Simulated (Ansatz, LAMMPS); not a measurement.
# Relaxing a frame of liquid (Cs,Li)(Br,Cl) from 1000 K (118 atoms), part 3 of 3

Aim: bring a frame of liquid (Cs,Li)(Br,Cl) from 1000 K (118 atoms) to a nearby minimum of the energy and see what moves.

Ansatz 0.2.0; Kohn-Sham DFT, RPBE, PAW (set soft_2), plane waves.

The cell: 20 Cs, 39 Li, 41 Br and 18 Cl. The starting topology of bonds comes from the classical model. The ion parameters were fitted for water, not for melts. Sampling is at Γ alone, for a cell whose shortest periodic width is 16 Å. The levels lack spin–orbit coupling.

So far, density (g/cm³): step 5 (distances and neighbours after relaxation) 2.6.

**6. Single point at the relaxed geometry**

The electronic structure is read at the final geometry, in a run of its own.

The input, input.yaml:

```yaml
crystal:
  lattice:
    - [16.3496, 0.0, 0.0]
    - [0.0, 16.3496, 0.0]
    - [0.0, 0.0, 16.3496]
  atoms:
    - { symbol: Cs, position: [0.6169, 0.62115, 0.84006] }
    - { symbol: Cs, position: [0.21164, 0.06401, 0.47151] }
    - { symbol: Cs, position: [0.57277, 0.33978, 0.52674] }
    - { symbol: Cs, position: [0.70994, 0.16529, 0.11303] }
    - { symbol: Cs, position: [0.00842, 0.85016, 0.59244] }
    - { symbol: Cs, position: [0.79518, 0.83956, 0.32786] }
    - { symbol: Cs, position: [0.34235, 0.63839, 0.9441] }
    - { symbol: Cs, position: [0.35504, 0.6382, 0.5708] }
    - { symbol: Cs, position: [0.40551, 0.37722, 0.78361] }
    - { symbol: Cs, position: [0.31884, 0.06577, 0.78467] }
    - { symbol: Cs, position: [0.40022, 0.49464, 0.17563] }
    - { symbol: Cs, position: [0.90996, 0.27024, 0.43635] }
    - { symbol: Cs, position: [0.09012, 0.34298, 0.84101] }
    - { symbol: Cs, position: [0.77596, 0.31485, 0.76095] }
    - { symbol: Cs, position: [0.51297, 0.04392, 0.51645] }
    - { symbol: Cs, position: [0.69482, 0.64565, 0.57565] }
    - { symbol: Cs, position: [0.04046, 0.47696, 0.25956] }
    - { symbol: Cs, position: [0.71232, 0.90829, 0.90709] }
    - { symbol: Cs, position: [0.96026, 0.6277, 0.97337] }
    - { symbol: Cs, position: [0.09602, 0.03119, 0.94403] }
    - { symbol: Li, position: [0.92596, 0.35361, 0.05243] }
    - { symbol: Li, position: [0.34316, 0.99101, 0.08052] }
    - { symbol: Li, position: [0.2508, 0.10627, 0.21398] }
    - { symbol: Li, position: [0.48612, 0.1279, 0.22951] }
    - { symbol: Li, position: [0.51583, 0.73934, 0.32485] }
    - { symbol: Li, position: [0.2631, 0.28196, 0.59941] }
    - { symbol: Li, position: [0.36499, 0.81121, 0.21827] }
    - { symbol: Li, position: [0.15519, 0.41908, 0.51624] }
    - { symbol: Li, position: [0.78419, 0.38799, 0.24232] }
    - { symbol: Li, position: [0.98969, 0.0244, 0.373] }
    - { symbol: Li, position: [0.57523, 0.71056, 0.07278] }
    - { symbol: Li, position: [0.186, 0.38958, 0.0719] }
    - { symbol: Li, position: [0.82521, 0.60868, 0.16772] }
    - { symbol: Li, position: [0.43804, 0.86305, 0.8936] }
    - { symbol: Li, position: [0.21275, 0.7932, 0.77007] }
    - { symbol: Li, position: [0.55714, 0.33685, 0.26534] }
    - { symbol: Li, position: [0.01428, 0.71563, 0.35072] }
    - { symbol: Li, position: [0.71975, 0.12925, 0.37836] }
    - { symbol: Li, position: [0.43106, 0.18449, 0.05058] }
    - { symbol: Li, position: [0.31144, 0.30196, 0.33708] }
    - { symbol: Li, position: [0.95076, 0.13639, 0.19843] }
    - { symbol: Li, position: [0.68812, 0.53822, 0.32058] }
    - { symbol: Li, position: [0.07707, 0.63177, 0.70934] }
    - { symbol: Li, position: [0.89857, 0.53772, 0.47366] }
    - { symbol: Li, position: [0.19619, 0.81608, 0.03079] }
    - { symbol: Li, position: [0.89385, 0.56145, 0.7331] }
    - { symbol: Li, position: [0.96852, 0.42999, 0.61637] }
    - { symbol: Li, position: [0.03974, 0.81223, 0.84789] }
    - { symbol: Li, position: [0.85492, 0.14206, 0.902] }
    - { symbol: Li, position: [0.83732, 0.06326, 0.60021] }
    - { symbol: Li, position: [0.44539, 0.87258, 0.67633] }
    - { symbol: Li, position: [0.59632, 0.94753, 0.1779] }
    - { symbol: Li, position: [0.67778, 0.86849, 0.63388] }
    - { symbol: Li, position: [0.2403, 0.69475, 0.29144] }
    - { symbol: Li, position: [0.12483, 0.93498, 0.22718] }
    - { symbol: Li, position: [0.65959, 0.53647, 0.10112] }
    - { symbol: Li, position: [0.57198, 0.10428, 0.86595] }
    - { symbol: Li, position: [0.01013, 0.16367, 0.66321] }
    - { symbol: Li, position: [0.89402, 0.93032, 0.07049] }
    - { symbol: Br, position: [0.52075, 0.97414, 0.79496] }
    - { symbol: Br, position: [0.37578, 0.77384, 0.77487] }
    - { symbol: Br, position: [0.90086, 0.08919, 0.75385] }
    - { symbol: Br, position: [0.6019, 0.04507, 0.30835] }
    - { symbol: Br, position: [0.40648, 0.22153, 0.62051] }
    - { symbol: Br, position: [0.09307, 0.09456, 0.26221] }
    - { symbol: Br, position: [0.2717, 0.7064, 0.14292] }
    - { symbol: Br, position: [0.69222, 0.27703, 0.32248] }
    - { symbol: Br, position: [0.80565, 0.5161, 0.84721] }
    - { symbol: Br, position: [0.92305, 0.85486, 0.94321] }
    - { symbol: Br, position: [0.72499, 0.16316, 0.53689] }
    - { symbol: Br, position: [0.78514, 0.92844, 0.54791] }
    - { symbol: Br, position: [0.9072, 0.69048, 0.46196] }
    - { symbol: Br, position: [0.22828, 0.36518, 0.21475] }
    - { symbol: Br, position: [0.35859, 0.15109, 0.31773] }
    - { symbol: Br, position: [0.74345, 0.92741, 0.12814] }
    - { symbol: Br, position: [0.28322, 0.42513, 0.9625] }
    - { symbol: Br, position: [0.46949, 0.20678, 0.90312] }
    - { symbol: Br, position: [0.49701, 0.03603, 0.09296] }
    [... 34 atom lines left out ...]
    - { symbol: Cl, position: [0.53515, 0.56866, 0.03191] }
    - { symbol: Cl, position: [0.53832, 0.78526, 0.95727] }
    - { symbol: Cl, position: [0.81675, 0.48519, 0.35064] }
    - { symbol: Cl, position: [0.02885, 0.50113, 0.72644] }
    - { symbol: Cl, position: [0.70766, 0.13087, 0.89571] }
    - { symbol: Cl, position: [0.09308, 0.8893, 0.09869] }
kpoints:
  mp_grid: { grid: [1, 1, 1] }
hamiltonian:
  xc: rpbe
scf:
  occupations: { method: fixed }
output:
  forces: true
  stress: true
  populations: true
  dos:
    method: { smearing: { sigma: 0.15 } }
    de: 0.1
    projected: { site_lists: { Br: [Br], Cl: [Cl], Cs: [Cs], Li: [Li] } }
  eigenvalues: true
  write_density: true
  write_potential: true
  volumetric_format: npy
```

Launch:

```bash
ansatz run input.yaml --threads 4 --pin off --max-ram 8192MiB --backend cpu --events-out ev --progress --plain --runs-dir out
```

Numbers of over 12 decimals in the logs are rounded to 6 here.

Output:

```text
[...]
Crystal: 118 atoms, lattice volume = 4370.402 Å³
Basis set: ecut = 420 eV, 85471 PW (Γ), exchange–correlation on 240×240×240 points (8 copies of the dense FFT grid, shifted against one another)
Bands: 473, of which v1, the nominal top of the filled ones, is band 355 counted from 1 (354 counted from 0)
Symmetry: 1 space group operations
[...]
k-points: 1
[...]
SCF iter   1: F=—  HF=-255687.201214 eV  |F-HF|=—  |Δ(HF+E_count)|=         —  Δρ=1.83e-3  dr2=2.08e-1  ethr=1.77e-3  ⟨swp⟩=5.0  Hψ=1544  notcnv=0  defer=114
[...]
SCF iter   7: F=-255687.136955 eV  HF=-255687.136955 eV  |F-HF|=3.06e-8  |Δ(HF+E_count)|=   1.45e-6  Δρ=9.60e-7  dr2=6.77e-8  ethr=1.41e-11  ⟨swp⟩=32.0  Hψ=5471  notcnv=0
SCF 1 converged in 7 iterations: F = -255687.136955 eV  dr2 = 6.77e-8
[...]
WARN: The input density's exchange-correlation potential varies sharply where the density is thin. Do not read a vacuum level from v_tot or v_xc, or from such a field of the output density. On a cell that repeats whose density bears no net charge and no dipole along the vacuum's axis use v_es (v_loc + v_h of the components); [...]
SCF converged after 7 iterations
Free energy (F): -255687.136955 eV
[...]
Internal energy: -255687.136955 eV  (E = F + TS)
E sigma→0 (E₀):  -255687.136955 eV
Fermi energy:    0.351951 eV
[...]
--- Forces (eV/Å), atoms counted from 1 ---
  atom   1  Cs    -0.01124255     0.00749115     0.03161511
  atom   2  Cs     0.00700479    -0.00116178     0.00679471
  atom   3  Cs     0.00335105    -0.01294363    -0.01545452
  atom   4  Cs     0.01250637    -0.00222040     0.00467427
  atom   5  Cs    -0.00315294    -0.00615431     0.02383420
  atom   6  Cs    -0.00139132    -0.01775188     0.02912539
  atom   7  Cs    -0.00486433     0.01523483    -0.01435578
  atom   8  Cs    -0.00060104     0.00453212    -0.01860094
  atom   9  Cs    -0.00536637    -0.00478366    -0.01320644
  atom  10  Cs    -0.00320356     0.00025122    -0.00913811
  atom  11  Cs    -0.01388312    -0.02146987     0.01443820
  atom  12  Cs    -0.00333783    -0.01824864    -0.01008905
  atom  13  Cs     0.00526350     0.00207348     0.00613706
  atom  14  Cs    -0.00232594    -0.01787010     0.03242180
[...]
atom 117  Cl    -0.00298329     0.00344113     0.00710219
  atom 118  Cl    -0.00990836     0.00970892     0.00582499
  max |Σ_I F_I| component: 5.54e-5 eV/Å
--- Stress (GPa, compression-positive) ---
        0.275310      -0.013394      -0.045480
       -0.013394       0.574358      -0.121499
       -0.045480      -0.121500       0.363696
  P = ⅓ Tr σ = 0.4045 GPa (4.045 kbar)
--- Band table (eV) ---
[...]
--- Löwdin populations: 118 sites ---
  site symbol       q [e]
     0     Cs      8.1928
     1     Cs      8.1979
     2     Cs      8.1930
[...]
117     Cl      7.7029
  spilling = 0.004821 (of n_electrons = 710.000000)
```

Elapsed: 80 s, on 4 threads of Arm Neoverse V2, shared host; peak memory 5.6 GiB; 5.2 min of CPU time.

The program notes that the exchange-correlation potential is rough where the density is thin.

Numbers from this run:

- free energy: -255687.1370 eV
- free energy per atom: -2166.8401 eV/atom
- SCF cycles: 7
- pressure: 0.4045 GPa
- r.m.s. force component: 0.0117 eV/Å
- longest force: 0.04906 eV/Å
- Fermi energy: 0.352 eV
- gap (highest filled to lowest empty level): 4.027 eV
- spilling of the projection: 0.004821

Löwdin charges by element (they lack the spilled electrons, 0.029 e an atom on average):

| element | coordination | atoms | mean charge (e) | spread | least | most |
| --- | --- | --- | --- | --- | --- | --- |
| Br | all | 41 | -0.641 | 0.0276 | -0.723 | -0.588 |
| Cl | all | 18 | -0.699 | 0.0132 | -0.716 | -0.678 |
| Cs | all | 20 | 0.810 | 0.0112 | 0.790 | 0.834 |
| Li | all | 39 | 0.669 | 0.0214 | 0.633 | 0.711 |

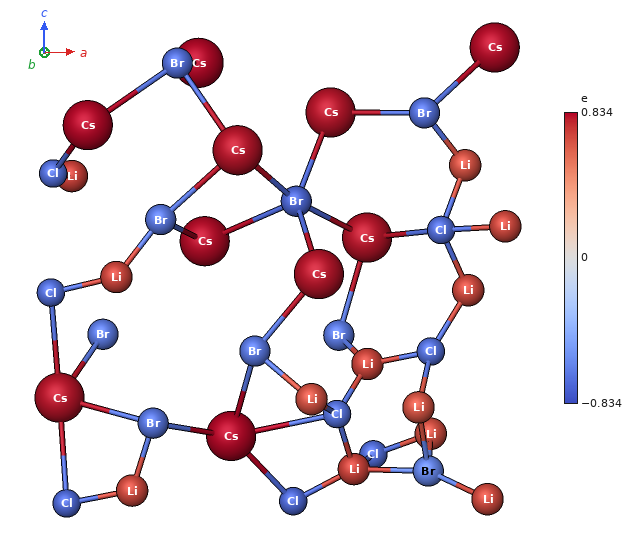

Atoms coloured by Löwdin charge. Drawn is a slice 6 Å thick, seen along the normal of the ac plane.

Density of states as counts of states in windows of 1 eV (from the Fermi level), total and the larger projections:

| from (eV) | to (eV) | total | Br p | Cs p | Cl p |
| --- | --- | --- | --- | --- | --- |
| -10 | -8 | 0.0 | 0.0 | 0.0 | 0.0 |
| -8 | -7 | 41.3 | 0.3 | 40.6 | 0.1 |
| -7 | -6 | 78.7 | 0.6 | 77.3 | 0.3 |
| -6 | -3 | 0.0 | 0.0 | 0.0 | 0.0 |
| -3 | -2 | 42.3 | 14.9 | 0.1 | 23.6 |
| -2 | -1 | 165.2 | 95.0 | 0.7 | 62.3 |
| -1 | 0 | 145.1 | 123.9 | 0.7 | 17.9 |
| 0 | 1 | 1.4 | 1.3 | 0.0 | 0.0 |
| 1 | 3 | 0.0 | 0.0 | 0.0 | 0.0 |
| 3 | 4 | 0.7 | 0.0 | 0.0 | 0.0 |
| 4 | 5 | 8.9 | 0.3 | 0.0 | 0.1 |

With fixed occupations the program's Fermi level is the highest filled level; weight inside the gap is the broadening of levels at its edges.

Between -26 and -10 eV lie 158 more states.

About 79 of the 710 electrons lie in deeper levels, below the stored range.

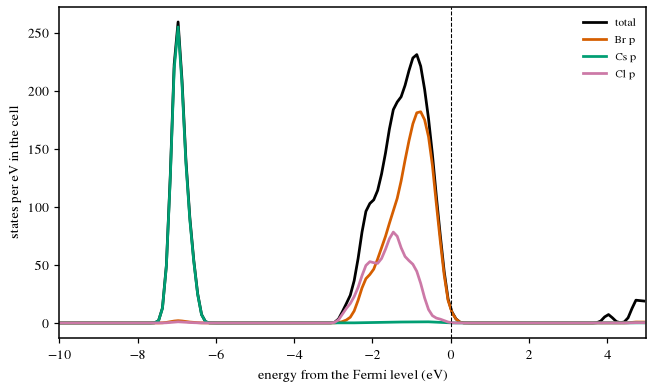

Total and projected density of states, with the broadening of the input.

The levels nearest the highest filled one (over half full), pooled over k-points and spins:

| level less the highest filled one (eV) | occupation |
| --- | --- |
| -0.263 | 2 |
| -0.236 | 2 |
| -0.229 | 2 |
| -0.203 | 2 |
| -0.192 | 2 |
| 0 | 2 |
| 4.03 | 0 |
| 4.67 | 0 |
| 4.78 | 0 |
| 4.80 | 0 |
| 5.02 | 0 |
| 5.03 | 0 |

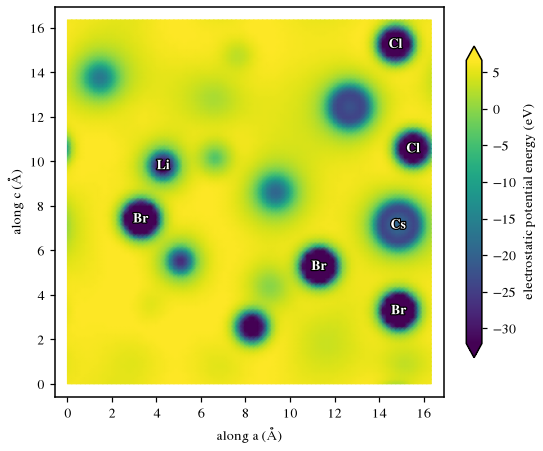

Electrostatic potential energy in the ac plane at fractional y = 0.282, with atoms of Cs and Li and Br and Cl within 0.2 Å of it. With pseudopotentials it is smooth inside the atoms' cores, unlike the true potential.

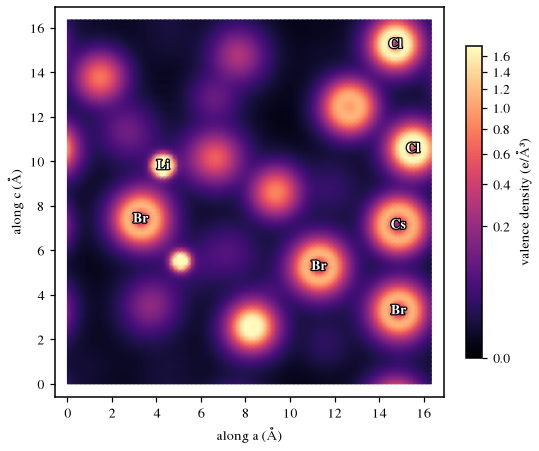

Valence density in the ac plane at fractional y = 0.282, with atoms of Cs and Li and Br and Cl within 0.2 Å of it. It is the smooth field of the valence electrons, not physical close to the nuclei. The colour scale is stretched toward low values.

Mean Löwdin charges: Br -0.64, Cl -0.70, Cs +0.81, Li +0.67 e (they miss 0.48 % of the electrons, so they add up to more than the cell's charge).

The surroundings of Br83, whose charge lies farthest from its element's mean, nearest first, numbered as they follow in the input and with coordinates relative to it.

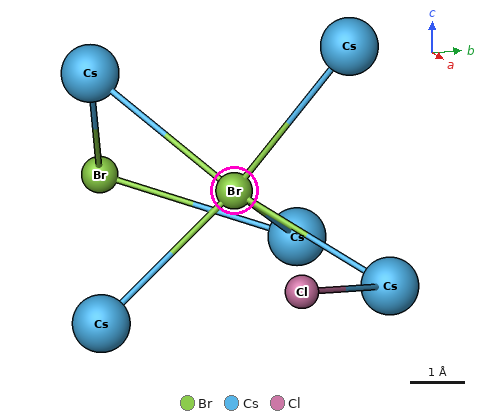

The atoms of the table, within 5.0 Å (arrows a, b, c point along x, y, z); some may hide others; the central atom is ringed.

| atom | x | y | z | distance (Å) | Löwdin charge (e) |
| --- | --- | --- | --- | --- | --- |
| Br83 | 0.00 | 0.00 | 0.00 | 0.00 | -0.72 |
| Cs3 | 0.58 | -2.76 | -2.25 | 3.61 | 0.81 |
| Cs9 | -2.16 | -2.14 | 1.95 | 3.61 | 0.80 |
| Cs1 | 1.30 | 1.84 | 2.87 | 3.65 | 0.81 |
| Cs16 | 2.57 | 2.25 | -1.45 | 3.71 | 0.80 |
| Cs8 | -2.98 | 2.12 | -1.53 | 3.97 | 0.82 |
| Br84 | -4.72 | -1.18 | -0.49 | 4.89 | -0.66 |
| Cl108 | 4.93 | -0.18 | -1.00 | 5.04 | -0.69 |

**7. Summary of results**

```yaml
energy_change_in_the_relaxation: -104.1 meV/atom
r_m_s_displacement: 0.977 Å
largest_displacement: 3.051 Å
free_energy_per_atom: -2166.8401 eV/atom
pressure: 0.4045 GPa
r_m_s_force_component: 0.0117 eV/Å
spacing_of_highest_filled_and_lowest_empty_level: 4.027 eV
wall_time_of_the_3_dft_runs: 23 min
```

In words: Relaxation lowers the energy by 104 meV/atom and moves atoms by 0.98 Å r.m.s.; the r.m.s. force component goes from 0.32 to 0.012 eV/Å, the pressure goes from 0.76 to 0.40 GPa, and the gap from 3.47 to 4.03 eV. First to last step the energy falls by 12.289 eV; the largest move, 3.05 Å, is that of Li54. The highest filled and lowest empty levels differ by 4.03 eV (at Γ alone); a semilocal functional tends to put such gaps too low. In a disordered cell it changes from sample to sample and from frame to frame.

**Limits.** The starting topology of bonds comes from the classical model; in DFT atoms moved by 0.98 Å r.m.s.

[Logs are printed without paths, hosts, clocks, repeated set-up lines and the standing remarks that a program may print on its own settings, such as how far it seeks lower states.]

[Hosts, paths, dates, database ids (printed as entryN), source tags and the programs' standing remarks are cut or masked in the printed files.]
